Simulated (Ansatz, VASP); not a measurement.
# PbS (Galena) in two plane-wave programs

One calculation is typed for both programs; each brings its own data sets. How far apart do they land? The cell is taken from a series of VASP runs on this material, whose earlier steps may have relaxed, scaled or displaced it; both programs get it as it stands. Other levels of theory on this material are compared in a session of their own. Valence electrons are named where the data sets of a main pair hold unlike numbers.

Calculated with Ansatz 0.2.0; plane waves, with VASP 6.6.1 beside it; band structure at PBE and band structure at r2SCAN, spin-orbit coupling.

## 1. Starting point

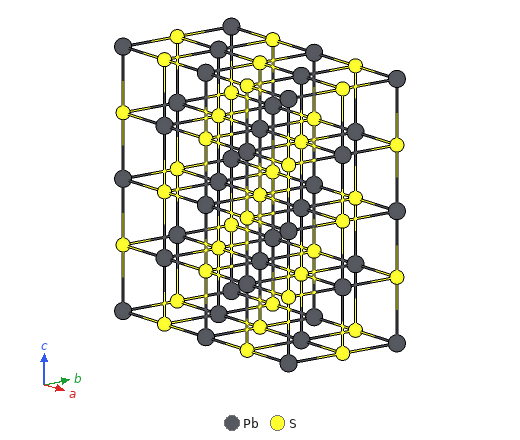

Start, viewed from a free direction; lead dark grey, sulfur yellow. 2×1×2 cells are drawn. This picture shows the conventional cell, with its axes. Some periodic images of atoms are drawn too.

## 2. VASP: band structure, PBE

Levels along a path test the potential and the projectors away from the mesh points.

Lines of VASP's logs that name or quote its potential files are left out, and so is its time.

INCAR

```
SYSTEM = PbS
PREC = Accurate
ENCUT = 350
EDIFF = 1E-06
NELM = 100
ISMEAR = 0
SIGMA = 0.03
LREAL = .FALSE.
ALGO = Normal
GGA = PE
NBANDS = 22
LORBIT = 11
LWAVE = .FALSE.
LCHARG = .FALSE.
KPAR = 4
LASPH = .TRUE.
```

POSCAR

```
PbS
1.0
    0.0000000000      2.9657500000      2.9657500000
    2.9657500000      0.0000000000      2.9657500000
    2.9657500000      2.9657500000      0.0000000000
Pb S
1 1
Direct
    0.0000000000      0.0000000000      0.0000000000
    0.5000000000      0.5000000000      0.5000000000
```

KPOINTS

```
Automatic mesh
0
Gamma
6 6 6
0 0 0
```

KPOINTS_OPT

```
Line mode
10
Line-mode
Reciprocal
  0.00000000   0.00000000   0.00000000 GAMMA
  0.50000000   0.00000000   0.50000000 X

  0.50000000   0.00000000   0.50000000 X
  0.50000000   0.25000000   0.75000000 W

  0.50000000   0.25000000   0.75000000 W
  0.37500000   0.37500000   0.75000000 K

  0.37500000   0.37500000   0.75000000 K
  0.00000000   0.00000000   0.00000000 GAMMA

  0.00000000   0.00000000   0.00000000 GAMMA
  0.50000000   0.50000000   0.50000000 L

  0.50000000   0.50000000   0.50000000 L
  0.62500000   0.25000000   0.62500000 U

  0.62500000   0.25000000   0.62500000 U
  0.50000000   0.25000000   0.75000000 W

  0.50000000   0.25000000   0.75000000 W
  0.50000000   0.50000000   0.50000000 L

  0.50000000   0.50000000   0.50000000 L
  0.37500000   0.37500000   0.75000000 K

  0.62500000   0.25000000   0.62500000 U
  0.50000000   0.00000000   0.50000000 X
```

Potentials, in the order of the species: Pb_d and S (PBE family, release 64).

On the command line:

```sh
$ mpirun -np 4 vasp_std
```

Numbers of over 12 decimals in the logs are rounded to 6 here.

Log:

```text
[banner, memory and clock lines left out]
running    4 mpi-ranks, on    1 nodes
 distrk:  each k-point on    1 cores,    4 groups
 distr:  one band on    1 cores,    1 groups

 POSCAR found type information on POSCAR PbS
 POSCAR found :  2 types and       2 ions
 LDA part: xc-table for (Slater+PW92), standard interpolation
 POSCAR, INCAR and KPOINTS ok, starting setup
 FFT: planning ... GRIDC
 FFT: planning ... GRID_SOFT
 FFT: planning ... GRID
 WAVECAR not read
 entering main loop
       N       E                     dE             d eps       ncg     rms          rms(c)
DAV:   1     0.156702604673E+03    0.15670E+03   -0.73620E+03   718   0.695E+02
DAV:   2     0.341166567235E+01   -0.15329E+03   -0.14382E+03   758   0.244E+02
DAV:   3    -0.890593861535E+01   -0.12318E+02   -0.12212E+02   888   0.747E+01
DAV:   4    -0.922498327275E+01   -0.31904E+00   -0.31887E+00   834   0.123E+01
DAV:   5    -0.923680947735E+01   -0.11826E-01   -0.11826E-01  1028   0.240E+00    0.461E+00
DAV:   6    -0.875144032058E+01    0.48537E+00   -0.10725E+00  1102   0.610E+00    0.327E+00
DAV:   7    -0.875244159935E+01   -0.10013E-02   -0.13632E-01   870   0.149E+00    0.188E+00
DAV:   8    -0.875586761145E+01   -0.34260E-02   -0.14904E-02   822   0.103E+00    0.221E-01
DAV:   9    -0.875533868797E+01    0.52892E-03   -0.28473E-03  1066   0.374E-01    0.998E-02
DAV:  10    -0.875552741813E+01   -0.18873E-03   -0.39944E-04   776   0.917E-02    0.802E-02
DAV:  11    -0.875554017475E+01   -0.12757E-04   -0.65041E-05   862   0.698E-02    0.291E-02
DAV:  12    -0.875554088237E+01   -0.70762E-06   -0.26736E-06   882   0.967E-03
   1 F= -.87555409E+01 E0= -.87555409E+01  d E =-.296866E-15
 Start KPOINTS_OPT (optional k-point list driver)
k-point batch [1-16\100]
       N       E                     dE             ncg
DAV:   1     0.734091042358E+03   -0.58036E+04      736
DAV:   2    -0.159649757529E+04   -0.23306E+04      754
DAV:   3    -0.175870448594E+04   -0.16221E+03      882
DAV:   4    -0.176243604777E+04   -0.37316E+01      838
DAV:   5    -0.176258737960E+04   -0.15133E+00     1046
DAV:   6    -0.176259165977E+04   -0.42802E-02      914
DAV:   7    -0.176259176700E+04   -0.10723E-03     1034
DAV:   8    -0.176259177116E+04   -0.41526E-05      752
DAV:   9    -0.176259177124E+04   -0.82154E-07      610
[...]
k-point batch [97-100\100]
       N       E                     dE             ncg
DAV:   1     0.692731088846E+04   -0.20998E+04      184
DAV:   2     0.636453159230E+04   -0.56278E+03      188
DAV:   3     0.632175585619E+04   -0.42776E+02      220
DAV:   4     0.632076056860E+04   -0.99529E+00      222
DAV:   5     0.632072631590E+04   -0.34253E-01      254
DAV:   6     0.632072508510E+04   -0.12308E-02      230
DAV:   7     0.632072507871E+04   -0.63848E-05      252
DAV:   8     0.632072507863E+04   -0.79804E-07      196
```

From OUTCAR (step 2):

```text
ion  position               nearest neighbor table
   1  0.000  0.000  0.000-   2 2.97   2 2.97   2 2.97   2 2.97   2 2.97   2 2.97
   2  0.500  0.500  0.500-   1 2.97   1 2.97   1 2.97   1 2.97   1 2.97   1 2.97

  LATTYP: Found a face centered cubic cell.
 ALAT       =     5.9315000000

 Subroutine GETGRP returns: Found 48 space group operations
 (whereof 48 operations were pure point group operations)

The static configuration has the point symmetry O_h .

 Found     16 irreducible k-points:

   k-points           NKPTS =     16   k-points in BZ     NKDIM =     16   number of bands    NBANDS=     22

   dimension x,y,z NGX =    28 NGY =   28 NGZ =   28
   dimension x,y,z NGXF=    56 NGYF=   56 NGZF=   56

   ENCUT  =  350.0 eV  25.72 Ry    5.07 a.u.   6.40  6.40  6.40*2*pi/ulx,y,z

   NELECT =      20.0000    total number of electrons

 k-points in reciprocal lattice and weights: Automatic mesh
   0.00000000  0.00000000  0.00000000       0.005
   0.16666667  0.00000000  0.00000000       0.037
   0.33333333  0.00000000  0.00000000       0.037
   0.50000000  0.00000000  0.00000000       0.019
   0.16666667  0.16666667  0.00000000       0.028
   0.33333333  0.16666667  0.00000000       0.111
   0.50000000  0.16666667  0.00000000       0.111
  -0.33333333  0.16666667  0.00000000       0.111
  -0.16666667  0.16666667  0.00000000       0.056
[...]
-0.33333333  0.33333333  0.16666667       0.111
  -0.33333333  0.50000000  0.16666667       0.056

 average (electrostatic) potential at core
       1 -91.5291       2 -85.4084

 E-fermi :   6.0284

 k-point     1 :       0.0000    0.0000    0.0000
  band No.  band energies     occupation
    ...
      6      -7.7773      2.00000
      7      -0.2156      2.00000
      8       3.6473      2.00000
      9       3.6473      2.00000
     10       3.6473      2.00000
     11      11.0354      0.00000
     12      11.0354      0.00000
     13      11.0354      0.00000
     14      12.5548      0.00000
     15      12.5548      0.00000
    ...

 k-point     2 :       0.1667    0.0000    0.0000
  band No.  band energies     occupation
    ...
      6      -7.5439      2.00000
      7      -0.9651      2.00000
      8       3.7210      2.00000
      9       3.7210      2.00000
     10       4.1981      2.00000
     11       9.2371      0.00000
     12       9.8405      0.00000
     13       9.8405      0.00000
     14      12.5022      0.00000
     15      13.1602      0.00000
    ...

 k-point     3 :       0.3333    0.0000    0.0000
  band No.  band energies     occupation
    ...
      6      -6.9521      2.00000
      7      -2.3074      2.00000
      8       3.9112      2.00000
      9       3.9112      2.00000
     10       5.0876      2.00000
     11       7.2946      0.00000
     12       8.3811      0.00000
     13       8.3811      0.00000
     14      13.1946      0.00000
     15      14.5644      0.00000
    ...

  Total        0.6027912      0.6027912      0.6027912     -0.0000000     -0.0000000      0.0000000
  in kB       18.5115955     18.5115955     18.5115955     -0.0000000     -0.0000000      0.0000000
  external PRESSURE =      18.5115955 kB  Pullay stress =       0.0000000 kB

  energy-cutoff  :      350.00
  volume of cell :       52.17
      direct lattice vectors                 reciprocal lattice vectors
     0.000000000  2.965750000  2.965750000    -0.168591419  0.168591419  0.168591419
     2.965750000  0.000000000  2.965750000     0.168591419 -0.168591419  0.168591419
     2.965750000  2.965750000  0.000000000     0.168591419  0.168591419 -0.168591419

 POSITION                                       TOTAL-FORCE (eV/Angst)
 -----------------------------------------------------------------------------------
      0.00000      0.00000      0.00000         0.000000      0.000000      0.000000
      2.96575      2.96575      2.96575        -0.000000     -0.000000     -0.000000
 -----------------------------------------------------------------------------------
    total drift:                                0.000000      0.000000      0.000000

  FREE ENERGIE OF THE ION-ELECTRON SYSTEM (eV)
  ---------------------------------------------------
  free  energy   TOTEN  =        -8.7555408824 eV

  energy  without entropy=       -8.7555408824  energy(sigma->0) =       -8.75554088

 total charge
# of ion       s       p       d       tot
------------------------------------------
    1        1.489   0.505   9.845  11.839
    2        1.350   2.339   0.000   3.689
--------------------------------------------------
tot          2.839   2.844   9.845  15.528

[... 3 further parts left out ...]
```

The run ends at a pressure of 1.85 GPa.

## 3. Ansatz: band structure, PBE

Ansatz runs on its default PAW (the set named soft_2) files.

The same cell, functional, mesh and smearing now go to Ansatz, which takes its cutoff from its data sets.

input.yaml

```yaml
crystal:
  lattice:
    - [0.0, 2.96575, 2.96575]
    - [2.96575, 0.0, 2.96575]
    - [2.96575, 2.96575, 0.0]
  atoms:
    - { symbol: Pb, position: [0.0, 0.0, 0.0] }
    - { symbol: S, position: [0.5, 0.5, 0.5] }
hamiltonian:
  xc: pbe
  pseudopotentials: { kind: paw }
kpoints:
  mp_grid: { grid: [6, 6, 6] }
  band_path:
    path:
      - [0.0, 0.0, 0.0]
      - [0.16667, 0.0, 0.16667]
      - [0.33333, 0.0, 0.33333]
      - [0.5, 0.0, 0.5]
      - [0.5, 0.08333, 0.58333]
      - [0.5, 0.19444, 0.69444]
      - [0.5, 0.25, 0.75]
      - [0.45833, 0.29167, 0.75]
      - [0.40278, 0.34722, 0.75]
      - [0.375, 0.375, 0.75]
      - [0.20833, 0.20833, 0.41667]
      - [0.08333, 0.08333, 0.16667]
      - [0.0, 0.0, 0.0]
      - [0.22222, 0.22222, 0.22222]
      - [0.38889, 0.38889, 0.38889]
      - [0.5, 0.5, 0.5]
      - [0.51389, 0.47222, 0.51389]
      - [0.55556, 0.38889, 0.55556]
      - [0.61111, 0.27778, 0.61111]
      - [0.61111, 0.25, 0.63889]
      - [0.56944, 0.25, 0.68056]
      - [0.51389, 0.25, 0.73611]
      - [0.5, 0.27778, 0.72222]
      - [0.5, 0.38889, 0.61111]
      - [0.5, 0.47222, 0.52778]
      - [0.48611, 0.48611, 0.52778]
      - [0.43056, 0.43056, 0.63889]
      - [0.38889, 0.38889, 0.72222]
      - [0.59722, 0.19444, 0.59722]
      - [0.55556, 0.11111, 0.55556]
      - [0.5, 0.0, 0.5]
    npoints: 1
scf:
  occupations: { method: gaussian, width: 0.03 }
  n_extra_bands: 7
output:
  forces: true
  stress: true
  eigenvalues: true
```

On the command line:

```sh
$ ansatz run input.yaml --threads 2 --pin off --max-ram 4608MiB --backend cpu --events-out ev --progress --plain --runs-dir out
```

Log:

```text
scf.n_extra_bands = 7 over 10 filled bands (N_el = 20.0): the run solves 17 bands
Engine: ansatz 0.2.0, aarch64-unknown-linux-gnu
Pseudopotentials: kind: paw
Pseudopotential: Pb, paw, valence charge 14, recommended cutoff 420 eV (normal), Pb.paw.azcp
Pseudopotential: S, paw, valence charge 6, recommended cutoff 420 eV (normal), S.paw.azcp
Functional definition: PBE
  parameter kappa = 0.804
  parameter beta = 0.066725
  exchange = pbe_x(kappa = kappa, mu = beta*pi^2/3)
  correlation = pbe_c(beta = beta)
Crystal: 2 atoms, lattice volume = 52.172 Å³
Basis set: ecut = 420 eV, 965 PW (Γ), exchange–correlation on 60×60×60 points (8 copies of the dense FFT grid, shifted against one another)
Bands: 17, of which v1, the nominal top of the filled ones, is band 10 counted from 1 (9 counted from 0)
Symmetry: 48 space group operations
Space group: Fm-3m (ITA 225), of the structure as read, at distance tolerance 3.7e-5 Å
k-points: 16 of 216
Non-local potential: Pb, projectors of the file, l = 0: 2, l = 1: 2, l = 2: 2, l = 3: 2
Non-local potential: S, projectors of the file, l = 0: 2, l = 1: 2, l = 2: 2
PAW form: soft (Blöchl's): semilocal exchange-correlation on the pseudo side does not see the compensation charge
PAW one-centre angular grid: Pb, 590 points (default); XC on 64 Gauss nodes
PAW one-centre angular grid: S, 110 points (default); XC on 64 Gauss nodes
Initial density: superposition of atomic densities (neutral atoms: chi_scale 0, normalization atom), corrected by the library's trained network
Initial wavefunctions: pseudopotential atomic-orbital guess
Functional: x = pbe(κ = 0.804, μ = 0.219515), c = pbe(β = 0.066725)
SCF iter   1: F=—  HF=-12809.559894 eV  |F-HF|=—  |Δ(HF+E_count)|=         —  Δρ=8.22e-4  dr2=4.80e-4  ethr=1.77e-3  ⟨swp⟩=6.8  Hψ=1589  notcnv=0
preconditioner: auto → none  [insulator: Δε(μ)=0.364 eV  Ē_g=18.039 eV  σ=0.030 eV  W_gap=1.00  n_scr=14 (ndim 8)  ℏωp=23.0 eV  f_vac=0.000  D(μ)=0.00/eV (n_scr^D=0)  ε∞_Penn≈2.6]
SCF iter   2: F=—  HF=-12809.559197 eV  |F-HF|=—  |Δ(HF+E_count)|=   6.98e-4  Δρ=4.83e-4  dr2=1.41e-4  ethr=2.40e-6  ⟨swp⟩=2.2  Hψ=580  notcnv=0  defer=18
SCF iter   3: F=—  HF=-12809.559188 eV  |F-HF|=—  |Δ(HF+E_count)|=   8.31e-6  Δρ=1.87e-4  dr2=2.13e-5  ethr=7.06e-7  ⟨swp⟩=2.6  Hψ=389  notcnv=0  defer=18
SCF iter   4: F=—  HF=-12809.559199 eV  |F-HF|=—  |Δ(HF+E_count)|=   1.11e-5  Δρ=4.82e-5  dr2=1.11e-6  ethr=1.06e-7  ⟨swp⟩=2.7  Hψ=368  notcnv=0  defer=18
iter 5 did not close the SCF: its close was put off for the readings that it lacked (scf_convergence_deferred on its scf_iter line)
SCF iter   5: F=-12809.559199 eV  HF=-12809.559199 eV  |F-HF|=1.94e-8  |Δ(HF+E_count)|=   2.27e-7  Δρ=6.82e-6  dr2=2.68e-8  ethr=5.54e-9  ⟨swp⟩=2.0  Hψ=367  notcnv=0  defer=18
SCF iter   6: F=-12809.559199 eV  HF=-12809.559199 eV  |F-HF|=5.82e-11  |Δ(HF+E_count)|=   8.34e-9  Δρ=4.84e-7  dr2=1.23e-10  ethr=1.34e-10  ⟨swp⟩=5.9  Hψ=1255  notcnv=0
SCF 1 converged in 6 iterations: F = -12809.559199 eV  dr2 = 1.23e-10
  greatest PAW one-centre occupation: 0.982 electrons in one spin orbital (limit 2), on the Pb atom at site 0 (counted from 0), in its partial waves of l = 2
NSCF: frozen V_eff on 31 k-points
SCF converged after 6 iterations
Free energy (F): -12809.559199 eV
Harris-Foulkes:  -12809.559199 eV  (|F-HF|=5.82e-11)
Internal energy: -12809.559199 eV  (E = F + TS)
E sigma→0 (E₀):  -12809.559199 eV
Fermi energy:    8.633239 eV
--- Per-component energies (eV) ---
  E_band       = -55.223578
  E_kinetic    = 393.728367
  E_local      = -1221.430659  (includes V_loc(G=0)·N_el)
  E_nonlocal   = 378.545346
  E_hartree    = 474.942499
  E_xc         = -318.614569
  E_vxc        = -220.599614  (∫ρ·V_xc dr)
  E_paw        = -11003.373832  (= ΣΔE_a)
  E_vpaw       = -335.352187  (= ΣTr[D̂ρ^β])
  E_aug_tail   = 0.000052  (compensation charges beyond the density's cutoff)
  E_ewald      = -1513.356403
  E_smearing   = -0.000000  (= −TS)
  E_closure    = 0.000000  (closes the sum)
  Σ components = -12809.559199   (vs F -12809.559199, Δ=0.00e0)
--- Forces (eV/Å), atoms counted from 1 ---
  atom   1  Pb    -0.00000000    -0.00000000    -0.00000000
  atom   2  S      0.00000000     0.00000000     0.00000000
  max |Σ_I F_I| component: 6.77e-30 eV/Å
--- Stress (GPa, compression-positive) ---
        2.207339       0.000000       0.000000
       -0.000000       2.207339      -0.000000
       -0.000000       0.000000       2.207339
  P = ⅓ Tr σ = 2.2073 GPa (22.073 kbar)
--- Band table (eV; the first three rows and the last of 16) ---
  k-point 0: bands = [... 6 lower, 2.4227, 6.2722, 6.2722, 6.2722, 13.6655, 13.6655, 13.6655, 15.1486, ... 3 higher]
  k-point 1: bands = [... 6 lower, 1.6715, 6.3460, 6.3460, 6.8254, 11.8643, 12.4642, 12.4642, 15.1145, ... 3 higher]
  k-point 2: bands = [... 6 lower, 0.3283, 6.5362, 6.5362, 7.7174, 9.9229, 11.0043, 11.0043, 15.8101, ... 3 higher]
  k-point 15: bands = [... 6 lower, 0.6702, 3.6156, 4.4750, 6.6435, 11.6124, 12.6993, 13.5460, 15.3203, ... 3 higher]
```

Elapsed: 1.8 s, on 2 threads of Arm Neoverse N1, shared host; peak memory 0.29 GiB; 3 s of CPU time.

Reading the cycles: dr2 is the Hartree energy of the density residual (eV), the measure of convergence; HF is the Harris–Foulkes estimate of the energy, which meets the free energy F at convergence.

## 4. Differences

Known differences besides the potentials themselves: the cutoff is 420 eV in Ansatz and 350 eV in VASP. Total energies have different zeros and are not compared.

Both answers:

```tsv
quantity	Ansatz	VASP	difference
pressure (GPa)	2.21	1.85	+0.36
gap over the path points (eV)	0.358	0.365	-0.007
```

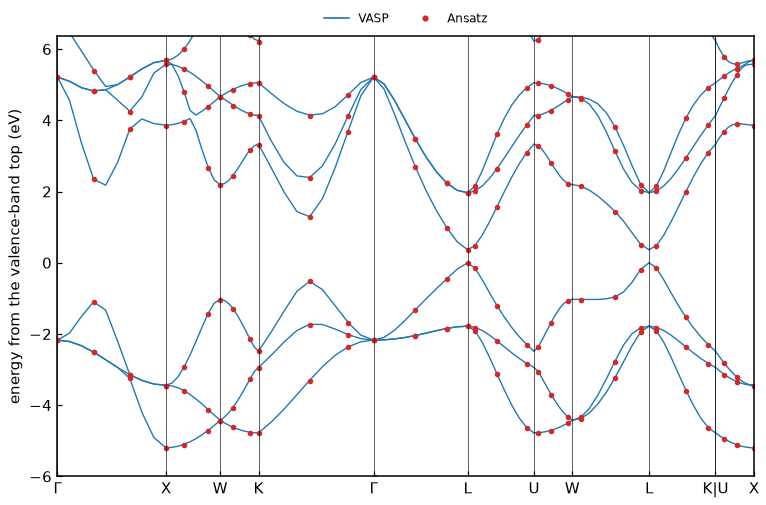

Bands from VASP (lines) and levels from Ansatz (dots). Dots without a line are higher empty bands that the VASP plot leaves out.

Levels at points of the path, from each program's valence-band top (eV; 4 filled, then empty):

```tsv
k (reciprocal lattice)	Ansatz	VASP
0.000 0.000 0.000	-6.03 -2.18 -2.18 -2.18 5.21 5.21 5.21	-6.04 -2.17 -2.17 -2.17 5.21 5.21 5.21
0.167 0.000 0.167	-6.80 -2.52 -2.52 -1.10 2.34 4.82 4.82	-6.80 -2.51 -2.51 -1.10 2.35 4.82 4.82
0.333 0.000 0.333	-7.42 -3.25 -3.15 -3.15 3.74 4.24 5.21	-7.42 -3.25 -3.15 -3.15 3.75 4.26 5.22
0.500 0.000 0.500	-7.19 -5.21 -3.45 -3.45 3.85 5.57 5.68	-7.20 -5.20 -3.44 -3.44 3.86 5.58 5.68
0.500 0.083 0.583	-7.42 -5.11 -3.60 -2.94 3.96 4.80 5.44	-7.43 -5.10 -3.59 -2.94 3.97 4.81 5.45
0.500 0.194 0.694	-7.87 -4.71 -4.13 -1.43 2.67 4.37 4.95	-7.88 -4.71 -4.12 -1.43 2.68 4.39 4.96
0.500 0.250 0.750	-7.94 -4.43 -4.43 -1.03 2.19 4.65 4.65	-7.95 -4.43 -4.43 -1.03 2.19 4.67 4.67
0.458 0.292 0.750	-7.95 -4.63 -4.07 -1.29 2.44 4.41 4.86	-7.95 -4.62 -4.07 -1.29 2.45 4.43 4.87
0.403 0.347 0.750	-7.97 -4.77 -3.27 -2.15 3.16 4.17 5.02	-7.98 -4.76 -3.27 -2.15 3.17 4.18 5.03
0.375 0.375 0.750	-7.97 -4.79 -2.95 -2.49 3.32 4.12 5.04	-7.98 -4.78 -2.94 -2.48 3.33 4.13 5.05
```

Among the levels compared at these points, filled levels agree within 9 meV and empty ones within 18 meV.

[end of part 1 of 2]

[Lines on the potential files, build, host, timing and source positions are cut from VASP's logs without a mark.]

[Logs are printed without paths, hosts, clocks, repeated set-up lines and the standing remarks that a program may print on its own settings, such as how far it seeks lower states.]

[Hosts, paths, dates, database ids (printed as entryN), source tags and the programs' standing remarks are cut or masked in the printed files.]
